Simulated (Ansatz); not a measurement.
| atom | x (Å) | y (Å) | z (Å) |
| --- | --- | --- | --- |
| Si | -0.4128 | -0.0071 | 0.3585 |
| Cl | -0.1688 | 1.5404 | -1.0297 |
| H | -0.4240 | -1.2504 | -0.4355 |
| H | 0.7005 | 0.1285 | 1.3136 |
| N | -1.8760 | 0.0817 | 1.2219 |
| H | 2.1082 | 0.3854 | -1.3272 |
| O | 2.4717 | -0.4583 | -1.0398 |
| H | -2.7517 | -0.1394 | 0.7759 |
| H | -1.9997 | 0.7646 | 1.9520 |
| H | 2.3527 | -1.0456 | -1.7897 |

The reactant side of a reaction path; geometry: PBE0-D4/def2-TZVP.

The calculation used RKS PBE0-D4/def2-TZVPP (Ansatz).

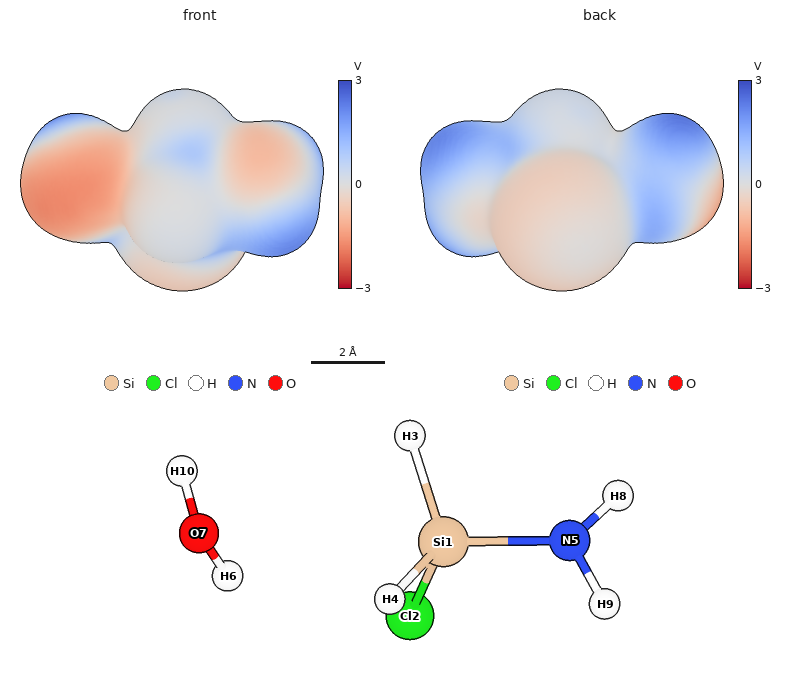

ClH$_{4}$NSi···H$_{2}$O. The molecular electrostatic potential painted on the density surface at 0.002 e/bohr³, seen from the front and from behind; the colour scale runs from red (negative) to blue (positive). The bare structure is drawn below in the same view.

Where is the surface potential most negative and most positive?

The most negative region (about −1.7 V, or −39 kcal/mol for a unit charge) lies over O7, the most positive (about +2.2 V, or +51 kcal/mol for a unit charge) over H10. O7 is the likeliest acceptor of a hydrogen bond.
